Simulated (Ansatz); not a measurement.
AgBrF₃P (SMILES F[P+](F)(F)[Ag-][Br])

Input

```
crystal:
  periodic: [false, false, false]
  atoms:
    - {symbol: F, position_ang: [0.702231, -0.862986, 1.716060]}
    - {symbol: P, position_ang: [0.453341, -0.624361, 0.208819]}
    - {symbol: F, position_ang: [-0.011438, -2.038815, -0.208326]}
    - {symbol: F, position_ang: [1.910009, -0.662748, -0.308221]}
    - {symbol: Ag, position_ang: [-0.850303, 1.159174, -0.392609]}
    - {symbol: Br, position_ang: [-2.203840, 3.029735, -1.015713]}
basis:
  gaussian: {orbitals: def2-TZVPP}
hamiltonian: {xc: pbe0, dispersion: d4}
output: {orbitals: {seedname: orbitals}}
```

Launched as:

```sh
ansatz run in.yaml --threads 4 --pin off --events-out ev --progress --plain --max-ram 11315MiB
```

Geometry: PBE0-D4/def2-TZVP; core potentials replace the inner electrons of Ag.

The calculation used RKS PBE0-D4/def2-TZVPP in Ansatz 0.2.0.

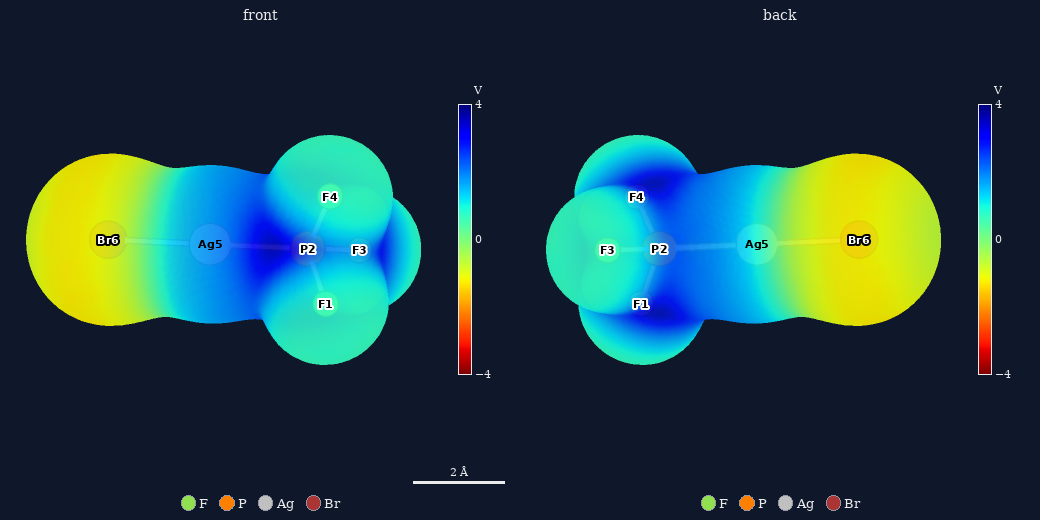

Figure 1. The molecular electrostatic potential painted on the density surface at 0.004 e/bohr³, seen from the front and from behind; red is negative and blue positive.

Where is the surface potential most negative and most positive?

Answer. The most negative region (about −1.3 V, or −30 kcal/mol for a unit charge) lies over Br6, the most positive (about +3.5 V, or +81 kcal/mol for a unit charge) over P2.

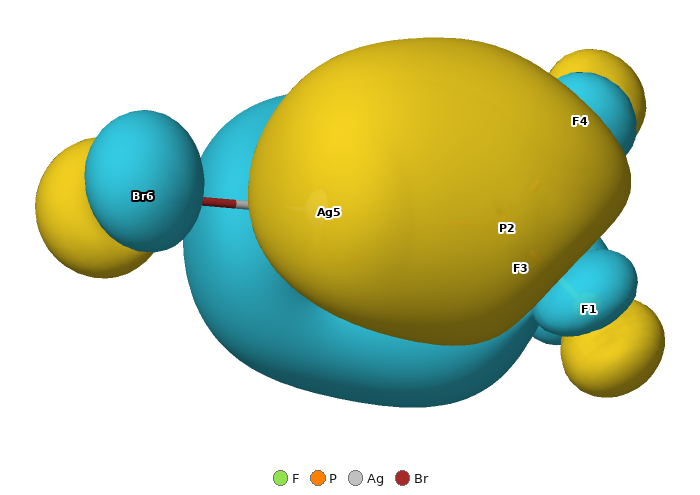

Figure 2. The LUMO at ±0.05 Å⁻³ᐟ² (yellow and cyan are the two phases), seen at a tilt.

What is the character of this orbital?

Answer. By Hirshfeld shares it lies mainly on P2 (about 45 %) and Ag5 (about 35 %). It is one of a degenerate set, so its orientation is arbitrary. Its energy is −1.87 eV.

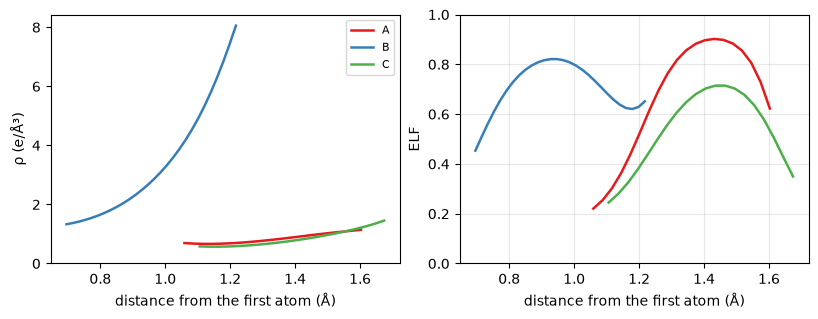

Figure 3. Electron density and electron localisation function along straight lines between neighbouring atoms. The curves leave out the atomic cores.

Which curve belongs to which contact (Ag–Br, Ag–P and P–F)? The first atom named is at distance zero.

Answer. Curve A: Ag–P (2.29 Å): ρ at the midpoint is about 0.66 e/Å³; the ELF peaks at about 0.90 in the valence shell of P, 0.9 Å from its nucleus, and is about 0.35 at the midpoint. Curve B: P–F (1.55 Å): ρ is about 1.5 e/Å³ halfway; the ELF peaks at about 0.80 between the atoms, as expected for a polar covalent bond. Curve C: Ag–Br (2.39 Å): ρ is about 0.58 e/Å³ halfway; the ELF peaks at about 0.70 in the valence shell of Br, 0.9 Å from its nucleus, and is about 0.40 at the midpoint.

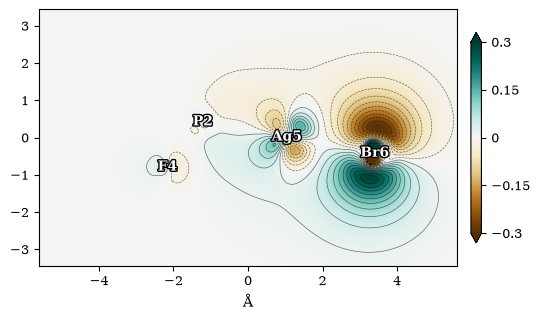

Figure 4. The HOMO on the plane of atoms F4, P2 and Ag5 (values in Å⁻³ᐟ²; the overall sign is arbitrary).

Describe this orbital and give its energy.

Answer. Its weight (Hirshfeld) is mainly on Br6 (about 90 %) and Ag5 (about 10 %); largely a lone pair of Br6. It is one of a degenerate set, so its orientation is arbitrary. Its energy is −7.27 eV.
